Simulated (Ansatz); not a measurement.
Identify the compound from its spectrum

Method: Ansatz, LDA, independent particles, without spin-orbit coupling, line width 0.1 eV (Gaussian); metals get a typed carrier damping. The response is along the first axis of the cell.

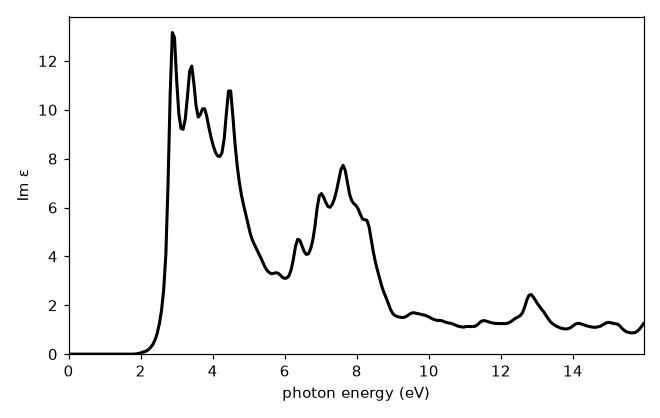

Task: To which candidate does it belong?
A. TiAl3 (I4/mmm)
B. SiO2 (C2)
C. TiO2 (P4_2/mnm)
D. ZnO (P6_3mc)

Result: C. TiO2 (P4_2/mnm): least direct gap 1.81 eV, ε∞ = 7.79 along the first axis, strongest peak along the first axis at 2.90 eV. The others: TiAl3 (I4/mmm), a metal, with a Drude term, main peak of the conductivity above 1 eV at 4.34 eV; SiO2 (C2), least direct gap 6.07 eV, ε∞ = 2.62 along the first axis, strongest peak along the first axis at 10.05 eV; ZnO (P6_3mc), least direct gap 0.74 eV, ε∞ = 5.43 along the first axis, strongest peak along the first axis at 10.02 eV.
